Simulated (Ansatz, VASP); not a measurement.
# CuI in two plane-wave programs

Wanted: the spread between two codes on one cell, functional and k mesh.

Method: plane waves, with VASP 6.6.1 beside it; band structure at LDA, band structure at PBE and dielectric response at LDA, in Ansatz 0.2.0.

The database entry behind the starting cell differs from later determinations by our own check (about 0.4 % short), so it need not match the best structure at ambient conditions.

## (1) The starting structure

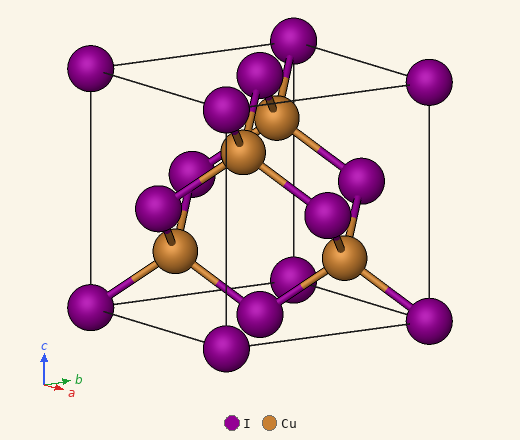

The starting structure, seen from a free direction (iodine purple, copper orange). This picture shows the conventional cell, with its axes. Bonds to atoms that aren't drawn are left out. Some periodic images of atoms are drawn too.

## (2) Ansatz: band structure, LDA

Ansatz runs on its default PAW (the set named soft_2) files.

The same path points are solved in both programs, so levels can be compared one by one.

input.yaml

```yaml
crystal:
  lattice:
    - [0.0, 3.016, 3.016]
    - [3.016, 0.0, 3.016]
    - [3.016, 3.016, 0.0]
  atoms:
    - { symbol: I, position: [0.0, 0.0, 0.0] }
    - { symbol: Cu, position: [0.75, 0.75, 0.75] }
hamiltonian:
  xc: lda
  pseudopotentials: { kind: paw }
kpoints:
  mp_grid: { grid: [6, 6, 6] }
  band_path:
    path:
      - [0.0, 0.0, 0.0]
      - [0.16667, 0.0, 0.16667]
      - [0.33333, 0.0, 0.33333]
      - [0.5, 0.0, 0.5]
      - [0.5, 0.08333, 0.58333]
      - [0.5, 0.19444, 0.69444]
      - [0.5, 0.25, 0.75]
      - [0.45833, 0.29167, 0.75]
      - [0.40278, 0.34722, 0.75]
      - [0.375, 0.375, 0.75]
      - [0.20833, 0.20833, 0.41667]
      - [0.08333, 0.08333, 0.16667]
      - [0.0, 0.0, 0.0]
      - [0.22222, 0.22222, 0.22222]
      - [0.38889, 0.38889, 0.38889]
      - [0.51389, 0.47222, 0.51389]
      - [0.55556, 0.38889, 0.55556]
      - [0.61111, 0.27778, 0.61111]
      - [0.61111, 0.25, 0.63889]
      - [0.56944, 0.25, 0.68056]
      - [0.51389, 0.25, 0.73611]
      - [0.5, 0.27778, 0.72222]
      - [0.5, 0.38889, 0.61111]
      - [0.5, 0.47222, 0.52778]
      - [0.48611, 0.48611, 0.52778]
      - [0.43056, 0.43056, 0.63889]
      - [0.38889, 0.38889, 0.72222]
      - [0.59722, 0.19444, 0.59722]
      - [0.55556, 0.11111, 0.55556]
      - [0.5, 0.0, 0.5]
    npoints: 1
scf:
  occupations: { method: gaussian, width: 0.03 }
  n_extra_bands: 7
output:
  forces: true
  stress: true
  eigenvalues: true
```

Run with:

```
$ ansatz run input.yaml --threads 2 --pin off --max-ram 4608MiB --backend cpu --events-out ev --progress --plain --runs-dir out
```

Numbers of over 12 decimals in the logs are rounded to 6 here.

Log:

```text
scf.n_extra_bands = 7 over 18 filled bands (N_el = 36.0): the run solves 25 bands
Engine: ansatz 0.2.0, x86_64-unknown-linux-gnu
Pseudopotentials: kind: paw
Pseudopotential: I, paw, valence charge 17, recommended cutoff 420 eV (normal), I.paw.azcp
Pseudopotential: Cu, paw, valence charge 19, recommended cutoff 420 eV (normal), Cu.paw.azcp
Functional definition: SPW92
  exchange = slater_x
  correlation = pw_c
Crystal: 2 atoms, lattice volume = 54.869 Å³
Basis set: ecut = 420 eV, 1067 PW (Γ)
Bands: 25, of which v1, the nominal top of the filled ones, is band 18 counted from 1 (17 counted from 0)
Symmetry: 24 space group operations
Space group: F-43m (ITA 216), of the structure as read, at distance tolerance 3.8e-5 Å
k-points: 16 of 216 (time reversal used)
Non-local potential: I, projectors of the file, l = 0: 2, l = 1: 2, l = 2: 2, l = 3: 2
Non-local potential: Cu, projectors of the file, l = 0: 3, l = 1: 2, l = 2: 3, l = 3: 1
PAW form: soft (Blöchl's): semilocal exchange-correlation on the pseudo side does not see the compensation charge
PAW frozen core: I, regenerated for the run's functional, and the local potential with it (the file was generated under x = pbe(κ = 0.804, μ = 0.219515), c = pbe(β = 0.066725))
PAW frozen core: Cu, regenerated for the run's functional, and the local potential with it (the file was generated under x = pbe(κ = 0.804, μ = 0.219515), c = pbe(β = 0.066725))
PAW one-centre angular grid: I, 590 points (default); XC on 64 Gauss nodes
PAW one-centre angular grid: Cu, 590 points (default); XC on 64 Gauss nodes
Initial density: superposition of atomic densities (neutral atoms: chi_scale 0, normalization atom), corrected by the library's trained network
Initial wavefunctions: pseudopotential atomic-orbital guess
Functional: x = slater, c = lda
SCF iter   1: F=—  HF=-13911.743738 eV  |F-HF|=—  |Δ(HF+E_count)|=         —  Δρ=1.03e-2  dr2=2.57e-2  ethr=1.77e-3  ⟨swp⟩=6.2  Hψ=1997  notcnv=0  defer=2
preconditioner: auto → none  [insulator: Δε(μ)=0.889 eV  Ē_g=11.102 eV  σ=0.030 eV  W_gap=1.00  n_scr=14 (ndim 8)  ℏωp=21.3 eV  f_vac=0.177  D(μ)=0.00/eV (n_scr^D=0)  ε∞_Penn≈4.7]
SCF iter   2: F=—  HF=-13911.748053 eV  |F-HF|=—  |Δ(HF+E_count)|=   4.32e-3  Δρ=1.08e-2  dr2=4.47e-2  ethr=7.14e-5  ⟨swp⟩=2.6  Hψ=922  notcnv=0  defer=38
SCF iter   3: F=—  HF=-13911.736834 eV  |F-HF|=—  |Δ(HF+E_count)|=   1.12e-2  Δρ=3.07e-3  dr2=2.27e-3  ethr=7.14e-5  ⟨swp⟩=2.1  Hψ=701  notcnv=0  defer=38
SCF iter   4: F=—  HF=-13911.736496 eV  |F-HF|=—  |Δ(HF+E_count)|=   3.39e-4  Δρ=6.24e-4  dr2=8.67e-5  ethr=6.31e-6  ⟨swp⟩=2.0  Hψ=576  notcnv=0  defer=38
SCF iter   5: F=—  HF=-13911.736498 eV  |F-HF|=—  |Δ(HF+E_count)|=   1.99e-6  Δρ=7.39e-5  dr2=2.14e-6  ethr=2.41e-7  ⟨swp⟩=2.0  Hψ=506  notcnv=0  defer=38
SCF iter   6: F=-13911.736497 eV  HF=-13911.736497 eV  |F-HF|=3.53e-10  |Δ(HF+E_count)|=   3.76e-7  Δρ=4.46e-6  dr2=6.17e-9  ethr=2.78e-10  ⟨swp⟩=8.7  Hψ=2305  notcnv=0
SCF 1 converged in 6 iterations: F = -13911.736497 eV  dr2 = 6.17e-9
  greatest PAW one-centre occupation: 1.000 electrons in one spin orbital (limit 2), on the Cu atom at site 1 (counted from 0), in its partial waves of l = 0
NSCF: frozen V_eff on 30 k-points
SCF converged after 6 iterations
Free energy (F): -13911.736497 eV
Harris-Foulkes:  -13911.736497 eV  (|F-HF|=3.53e-10)
Internal energy: -13911.736497 eV  (E = F + TS)
E sigma→0 (E₀):  -13911.736497 eV
Fermi energy:    8.488938 eV
--- Per-component energies (eV) ---
  E_band       = -870.307770
  E_kinetic    = 491.026714
  E_local      = -7594.057406  (includes V_loc(G=0)·N_el)
  E_nonlocal   = 322.092781
  E_hartree    = 3523.167973
  E_xc         = -214.221509
  E_vxc        = -241.421093  (∫ρ·V_xc dr)
  E_paw        = -6265.495560  (= ΣΔE_a)
  E_vpaw       = -894.290699  (= ΣTr[D̂ρ^β])
  E_aug_tail   = 0.000237  (compensation charges beyond the density's cutoff)
  E_ewald      = -4175.480603
  E_core_change = 1.230875  (= ΣΔE_core)
  E_smearing   = -0.000000  (= −TS)
  E_closure    = -0.000000  (closes the sum)
  Σ components = -13911.736497   (vs F -13911.736497, Δ=0.00e0)
--- Forces (eV/Å), atoms counted from 1 ---
  atom   1  I     -0.00000000     0.00000000     0.00000000
  atom   2  Cu     0.00000000     0.00000000     0.00000000
  max |Σ_I F_I| component: 4.16e-17 eV/Å
--- Stress (GPa, compression-positive) ---
       -3.882495      -0.000000       0.000000
        0.000000      -3.882495       0.000000
       -0.000000       0.000000      -3.882495
  P = ⅓ Tr σ = -3.8825 GPa (-38.825 kbar)
--- Band table (eV; the first three rows and the last of 16) ---
  k-point 0: bands = [... 14 lower, 6.0278, 8.0003, 8.0003, 8.0003, 8.9766, 12.8562, 12.8562, 12.8562, ... 3 higher]
  k-point 1: bands = [... 14 lower, 6.0184, 7.0592, 7.7957, 7.7957, 9.9570, 12.8169, 13.2113, 13.2113, ... 3 higher]
  k-point 2: bands = [... 14 lower, 6.0292, 6.3355, 7.4307, 7.4307, 10.1358, 13.4715, 13.4715, 14.3421, ... 3 higher]
  k-point 15: bands = [... 14 lower, 5.9811, 6.1112, 6.3124, 6.6099, 11.7654, 11.8840, 15.0627, 15.1145, ... 3 higher]
```

It took 1.6 s on 2 threads of Intel Xeon Platinum 8488C (Sapphire Rapids), shared host; peak memory 0.36 GiB; 2.7 s of CPU time.

## (3) VASP: band structure, LDA

The same cell, functional (in two slightly different forms), mesh and smearing now go to VASP, with its own data sets and cutoff.

Lines of VASP's logs that name or quote its potential files are left out, and so is its time.

INCAR

```
SYSTEM = CuI
PREC = Accurate
ENCUT = 350
EDIFF = 1E-06
NELM = 100
ISMEAR = 0
SIGMA = 0.03
LREAL = .FALSE.
ALGO = Normal
GGA = CA
NBANDS = 21
LASPH = .TRUE.
LORBIT = 11
LWAVE = .FALSE.
LCHARG = .FALSE.
KPAR = 4
```

POSCAR

```
CuI
1.0
    0.0000000000      3.0160000000      3.0160000000
    3.0160000000      0.0000000000      3.0160000000
    3.0160000000      3.0160000000      0.0000000000
I Cu
1 1
Direct
    0.0000000000      0.0000000000      0.0000000000
    0.7500000000      0.7500000000      0.7500000000
```

KPOINTS

```
Automatic mesh
0
Gamma
6 6 6
0 0 0
```

KPOINTS_OPT

```
Line mode
10
Line-mode
Reciprocal
  0.00000000   0.00000000   0.00000000 GAMMA
  0.50000000   0.00000000   0.50000000 X

  0.50000000   0.00000000   0.50000000 X
  0.50000000   0.25000000   0.75000000 W

  0.50000000   0.25000000   0.75000000 W
  0.37500000   0.37500000   0.75000000 K

  0.37500000   0.37500000   0.75000000 K
  0.00000000   0.00000000   0.00000000 GAMMA

  0.00000000   0.00000000   0.00000000 GAMMA
  0.50000000   0.50000000   0.50000000 L

  0.50000000   0.50000000   0.50000000 L
  0.62500000   0.25000000   0.62500000 U

  0.62500000   0.25000000   0.62500000 U
  0.50000000   0.25000000   0.75000000 W

  0.50000000   0.25000000   0.75000000 W
  0.50000000   0.50000000   0.50000000 L

  0.50000000   0.50000000   0.50000000 L
  0.37500000   0.37500000   0.75000000 K

  0.62500000   0.25000000   0.62500000 U
  0.50000000   0.00000000   0.50000000 X
```

Potentials, in the order of the species: I and Cu (LDA family, release 64).

Run with:

```
$ mpirun -np 4 vasp_std
```

Log:

```text
[banner, memory and clock lines left out]
running    4 mpi-ranks, on    1 nodes
 distrk:  each k-point on    1 cores,    4 groups
 distr:  one band on    1 cores,    1 groups

 POSCAR found type information on POSCAR I Cu
 POSCAR found :  2 types and       2 ions
 LDA part: xc-table for (Slater(with rela. corr.)+CA(PZ))
 , standard interpolation
 POSCAR, INCAR and KPOINTS ok, starting setup
 FFT: planning ... GRIDC
 FFT: planning ... GRID_SOFT
 FFT: planning ... GRID
 WAVECAR not read
 entering main loop
       N       E                     dE             d eps       ncg     rms          rms(c)
DAV:   1     0.868587944256E+02    0.86859E+02   -0.53321E+03   672   0.648E+02
DAV:   2    -0.391641992272E+00   -0.87250E+02   -0.77012E+02   722   0.173E+02
DAV:   3    -0.702712029045E+01   -0.66355E+01   -0.65241E+01   842   0.520E+01
DAV:   4    -0.720223366925E+01   -0.17511E+00   -0.17492E+00   819   0.744E+00
DAV:   5    -0.721086738810E+01   -0.86337E-02   -0.86328E-02  1000   0.195E+00    0.562E+00
DAV:   6    -0.712327465389E+01    0.87593E-01   -0.22975E+00   792   0.366E+01    0.362E+00
DAV:   7    -0.694786157383E+01    0.17541E+00   -0.58358E-01   777   0.225E+01    0.176E+00
DAV:   8    -0.694409600249E+01    0.37656E-02   -0.28650E-02  1043   0.195E+00    0.403E-01
DAV:   9    -0.694196902054E+01    0.21270E-02   -0.39231E-03   832   0.159E+00    0.227E-01
DAV:  10    -0.694192123427E+01    0.47786E-04   -0.34122E-04  1088   0.155E-01    0.945E-02
DAV:  11    -0.694181708355E+01    0.10415E-03   -0.43944E-04   800   0.574E-01    0.292E-02
DAV:  12    -0.694181651616E+01    0.56740E-06   -0.41892E-05  1030   0.767E-02    0.288E-02
DAV:  13    -0.694181542172E+01    0.10944E-05   -0.22777E-06   965   0.235E-02    0.506E-03
DAV:  14    -0.694181524330E+01    0.17842E-06   -0.58641E-07   481   0.153E-02
   1 F= -.69418152E+01 E0= -.69418152E+01  d E =-.472188E-21
 Start KPOINTS_OPT (optional k-point list driver)
k-point batch [1-16\100]
       N       E                     dE             ncg
DAV:   1     0.171814016994E+04   -0.37797E+04      677
DAV:   2     0.283891996801E+03   -0.14342E+04      707
DAV:   3     0.172444855157E+03   -0.11145E+03      841
DAV:   4     0.169459269767E+03   -0.29856E+01      836
DAV:   5     0.169314412512E+03   -0.14486E+00      976
DAV:   6     0.169311350795E+03   -0.30617E-02      884
DAV:   7     0.169311326139E+03   -0.24656E-04      987
DAV:   8     0.169311325940E+03   -0.19880E-06      665
[...]
k-point batch [97-100\100]
       N       E                     dE             ncg
DAV:   1     0.641806773929E+04   -0.17459E+04      168
DAV:   2     0.605240595154E+04   -0.36566E+03      178
DAV:   3     0.602785325171E+04   -0.24553E+02      227
DAV:   4     0.602725451722E+04   -0.59873E+00      193
DAV:   5     0.602722413183E+04   -0.30385E-01      256
DAV:   6     0.602722340587E+04   -0.72596E-03      214
DAV:   7     0.602722339834E+04   -0.75322E-05      256
DAV:   8     0.602722339830E+04   -0.44589E-07      171
```

Parts of OUTCAR (step 3):

```text
ion  position               nearest neighbor table
   1  0.000  0.000  0.000-   2 2.61   2 2.61   2 2.61   2 2.61
   2  0.750  0.750  0.750-   1 2.61   1 2.61   1 2.61   1 2.61

  LATTYP: Found a face centered cubic cell.
 ALAT       =     6.0320000000

 Subroutine GETGRP returns: Found 24 space group operations
 (whereof 24 operations were pure point group operations)

The static configuration has the point symmetry T_d .

 Found     16 irreducible k-points:

   k-points           NKPTS =     16   k-points in BZ     NKDIM =     16   number of bands    NBANDS=     21

   dimension x,y,z NGX =    28 NGY =   28 NGZ =   28
   dimension x,y,z NGXF=    56 NGYF=   56 NGZF=   56

   ENCUT  =  350.0 eV  25.72 Ry    5.07 a.u.   6.51  6.51  6.51*2*pi/ulx,y,z

   NELECT =      18.0000    total number of electrons

 k-points in reciprocal lattice and weights: Automatic mesh
   0.00000000  0.00000000  0.00000000       0.005
   0.16666667  0.00000000  0.00000000       0.037
   0.33333333  0.00000000  0.00000000       0.037
   0.50000000  0.00000000  0.00000000       0.019
   0.16666667  0.16666667  0.00000000       0.028
   0.33333333  0.16666667  0.00000000       0.111
   0.50000000  0.16666667  0.00000000       0.111
  -0.33333333  0.16666667  0.00000000       0.111
  -0.16666667  0.16666667  0.00000000       0.056
[...]
-0.33333333  0.33333333  0.16666667       0.111
  -0.33333333  0.50000000  0.16666667       0.056

 average (electrostatic) potential at core
       1 -92.8930       2 -66.7107

 E-fermi :   4.5316

 k-point     1 :       0.0000    0.0000    0.0000
  band No.  band energies     occupation
    ...
      5       2.3578      2.00000
      6       2.3578      2.00000
      7       4.3401      2.00000
      8       4.3401      2.00000
      9       4.3401      2.00000
     10       5.3715      0.00000
     11       9.1858      0.00000
     12       9.1858      0.00000
     13       9.1858      0.00000
     14      12.3396      0.00000
    ...

 k-point     2 :       0.1667    0.0000    0.0000
  band No.  band energies     occupation
    ...
      5       2.3485      2.00000
      6       2.3485      2.00000
      7       3.3979      2.00000
      8       4.1351      2.00000
      9       4.1351      2.00000
     10       6.3424      0.00000
     11       9.1591      0.00000
     12       9.5395      0.00000
     13       9.5395      0.00000
     14      13.1141      0.00000
    ...

 k-point     3 :       0.3333    0.0000    0.0000
  band No.  band energies     occupation
    ...
      5       2.3590      2.00000
      6       2.3590      2.00000
      7       2.6663      2.00000
      8       3.7696      2.00000
      9       3.7696      2.00000
     10       6.5109      0.00000
     11       9.7955      0.00000
     12       9.7955      0.00000
     13      10.6985      0.00000
     14      12.8375      0.00000
    ...

  Total       -1.3027012     -1.3027012     -1.3027012     -0.0000000      0.0000000     -0.0000000
  in kB      -38.0392003    -38.0392003    -38.0392003     -0.0000000      0.0000000     -0.0000000
  external PRESSURE =     -38.0392003 kB  Pullay stress =       0.0000000 kB

  energy-cutoff  :      350.00
  volume of cell :       54.87
      direct lattice vectors                 reciprocal lattice vectors
     0.000000000  3.016000000  3.016000000    -0.165782493  0.165782493  0.165782493
     3.016000000  0.000000000  3.016000000     0.165782493 -0.165782493  0.165782493
     3.016000000  3.016000000  0.000000000     0.165782493  0.165782493 -0.165782493

 POSITION                                       TOTAL-FORCE (eV/Angst)
 -----------------------------------------------------------------------------------
      0.00000      0.00000      0.00000         0.000000      0.000000     -0.000000
      4.52400      4.52400      4.52400        -0.000000     -0.000000      0.000000
 -----------------------------------------------------------------------------------
    total drift:                               -0.000001     -0.000001     -0.000001

  FREE ENERGIE OF THE ION-ELECTRON SYSTEM (eV)
  ---------------------------------------------------
  free  energy   TOTEN  =        -6.9418152433 eV

  energy  without entropy=       -6.9418152433  energy(sigma->0) =       -6.94181524

 total charge
# of ion       s       p       d       tot
------------------------------------------
    1        1.497   2.752   0.054   4.302
    2        0.341   0.275   9.329   9.944
--------------------------------------------------
tot          1.837   3.026   9.383  14.246

[... 3 further parts left out ...]
```

The run ends at a pressure of -3.80 GPa.

## (4) Differences

Known differences besides the PAW data sets themselves: the two LDA forms differ slightly; the data sets hold 36 valence electrons in Ansatz (default PAW (the set named soft_2) files) and 18 in VASP; the cutoff is 420 eV in Ansatz and 350 eV in VASP; Ansatz makes its cores anew for this functional, VASP keeps those of its LDA data sets. Total energies have different zeros and are not compared.

Both answers:

```
                     quantity  Ansatz   VASP  difference
               pressure (GPa)   -3.88  -3.80       -0.08
gap over the path points (eV)   0.976  1.031      -0.055
```

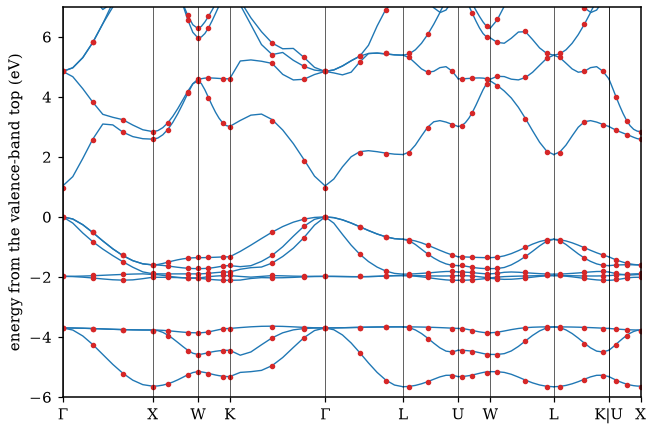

Bands from VASP (lines) and levels from Ansatz (dots). Dots without a line are higher empty bands that the VASP plot leaves out.

Levels at points of the path, from each program's valence-band top (eV; 4 filled, then empty):

```
k (reciprocal lattice)                                  Ansatz                                    VASP
     0.000 0.000 0.000     -1.97 0.00 0.00 0.00 0.98 4.86 4.86     -1.98 0.00 0.00 0.00 1.03 4.85 4.85
     0.167 0.000 0.167  -1.95 -0.83 -0.52 -0.52 2.55 3.82 5.83  -1.96 -0.83 -0.52 -0.52 2.59 3.82 5.81
     0.333 0.000 0.333  -1.91 -1.49 -1.28 -1.28 2.82 3.22 7.50  -1.92 -1.49 -1.29 -1.29 2.82 3.24 7.51
     0.500 0.000 0.500  -1.92 -1.88 -1.59 -1.59 2.58 2.83 9.11  -1.92 -1.90 -1.60 -1.60 2.59 2.84 9.14
     0.500 0.083 0.583  -1.97 -1.89 -1.63 -1.50 2.90 3.12 8.37  -1.97 -1.90 -1.64 -1.51 2.91 3.13 8.37
     0.500 0.194 0.694  -2.02 -1.89 -1.70 -1.37 4.12 4.17 6.55  -2.03 -1.90 -1.71 -1.38 4.12 4.19 6.56
     0.500 0.250 0.750  -2.02 -1.89 -1.71 -1.35 4.51 4.58 5.96  -2.03 -1.90 -1.72 -1.36 4.53 4.58 5.97
     0.458 0.292 0.750  -1.99 -1.87 -1.70 -1.34 3.97 4.62 6.29  -2.00 -1.88 -1.71 -1.35 3.98 4.63 6.29
     0.403 0.347 0.750  -1.95 -1.83 -1.63 -1.33 3.13 4.59 7.28  -1.96 -1.84 -1.64 -1.34 3.14 4.60 7.26
     0.375 0.375 0.750  -1.95 -1.83 -1.61 -1.32 3.00 4.59 7.49  -1.96 -1.84 -1.62 -1.33 3.01 4.60 7.47
```

Among the levels compared (up to four filled and three empty ones at each point), filled levels agree within 11 meV and empty ones within 55 meV. Ansatz's pressure holds a Pulay correction of 0.05 GPa; VASP's holds none.

[end of part 1 of 2]

[Lines on the potential files, build, host, timing and source positions are cut from VASP's logs without a mark.]

[Logs are printed without paths, hosts, clocks, repeated set-up lines and the standing remarks that a program may print on its own settings, such as how far it seeks lower states.]

[Hosts, paths, dates, database ids (printed as entryN), source tags and the programs' standing remarks are cut or masked in the printed files.]
